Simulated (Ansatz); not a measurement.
# Depolarisation of Li on Au(111): the Topping model put to the test

In Topping's model the dipole per adsorbate falls as μ = μ₀/(1 + 9αn^(3/2)), with n the density and α a polarisability, so 1/μ is a straight line in n^(3/2).

**Method.** Ansatz 0.2.0, plane waves with PAW datasets (its set soft_2), PBE; 4 layers at the tabulated experimental lattice constant with the lower two held, adsorbates relaxed from the fcc site, dipole correction. μ is the change of the cell's dipole per adsorbate, positive end outwards.

| run | n^(3/2) (nm⁻³) | 1/μ (1/D) |
| --- | --- | --- |
| 0.111 ML | 1.91 | 0.365 |
| 0.25 ML | 6.46 | ? |
| 1 ML | 51.67 | 3.164 |

Q: Estimate the withheld value from the rows shown.

Two rows fix a line: slope = (3.164 − 0.365) / (51.67 − 1.91) = 0.05625, intercept 0.25756. The intercept gives μ₀ = 1/0.2576 = 3.88 D, and slope over intercept 9α = 0.218 nm³, or α = 24 Å³, an effective value that holds the metal's image. At 6.46 it gives 0.05625 × 6.46 + 0.25756 = 0.621 1/D. Rounding of the rows alone allows about ±0.001 1/D there; two rows can't show whether the line holds.

The run itself gives 0.452 1/D: a miss of −0.169 1/D, or 37.4 % of the value. In dipoles that is 1.61 D predicted against 2.21 D found. A miss this large means that the model doesn't hold over this range, and μ₀ and α above are fit values without physical meaning.

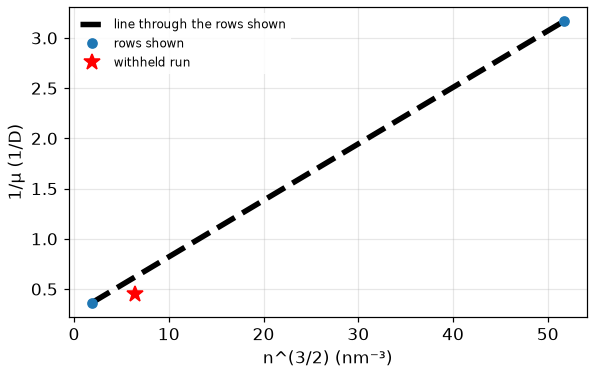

The fit and the withheld run.

**Limits.** Heights and bonding change with coverage, which the model leaves out; its factor is about 9 for square and hexagonal arrays and differs for rectangular ones and rows; and slabs this thin add errors of their own. Other coverages were run too and are left out of this fit, which takes cells with one adsorbate each. The test is put only to electropositive adsorbates whose dipole falls by a fifth or more between the two rows shown.
